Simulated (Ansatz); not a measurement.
Consider PdAuCl₃.

Input

```
crystal:
  lattice:
    - [4.9029426247, 0.0, 0.0]
    - [0.0, 4.9029426247, 0.0]
    - [0.0, 0.0, 4.9029426247]
  atoms:
    - { symbol: Pd, position: [0.0, 0.0, 0.0] }
    - { symbol: Au, position: [0.5, 0.5, 0.5] }
    - { symbol: Cl, position: [0.0, 0.5, 0.5] }
    - { symbol: Cl, position: [0.5, 0.0, 0.5] }
    - { symbol: Cl, position: [0.5, 0.5, 0.0] }
kpoints:
  mp_grid: { grid: [6, 6, 6] }
  band_path:
    path: [[0.0, 0.0, 0.0], [0.0, 0.5, 0.0], [0.5, 0.5, 0.0], [0.5, 0.5, 0.5]]
    npoints: 1
hamiltonian:
  xc: r2scan
  dispersion: rvv10
scf:
  occupations: { method: fermi_dirac, width: 0.03 }
  n_extra_bands: 5
output:
  forces: true
  stress: true
  eigenvalues: true
  write_density: true
  write_potential: true
  elf: true
  volumetric_format: npy
```

Launched as:

```sh
ansatz run input.yaml --threads 2 --pin off --max-ram 2211MiB --backend cpu --events-out ev --progress --plain --runs-dir out
```

Below, planes, directions and counts refer to the conventional cell (a = 4.90 Å, b = 4.90 Å, c = 4.90 Å, α = 90.00°, β = 90.00°, γ = 90.00°).

Space group Pm-3m; a structure from a database of computed crystals, not necessarily the ambient phase; started from the KZnF3-221 prototype, which need not be the ambient phase.

All numbers below come from Ansatz, DFT, r2SCAN+rVV10, plane waves, PAW.

What will maps of the valence pseudo-density and electron localisation function show?

Answer. Au–Cl (2.45 Å): ρ at the midpoint is about 0.52 e/Å³; the ELF peaks at about 0.80 in the valence shell of Cl, 0.7 Å from its nucleus, and drops to about 0.25 between the two atoms.
Pd–Cl (3.47 Å): ρ at the midpoint is about 0.06 e/Å³; the ELF is about 0.05 at the midpoint; no localised pair shows between them.

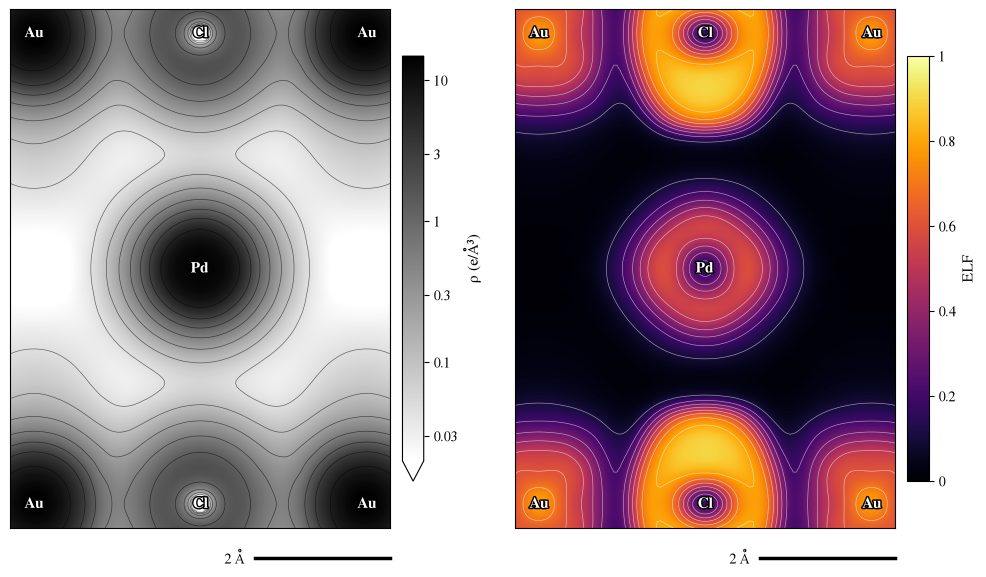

Computed valence pseudo-density and electron localisation function on the (101) plane of the conventional cell, in this order. 

In a PAW calculation such maps are meaningful between the atoms, not at the nuclei.
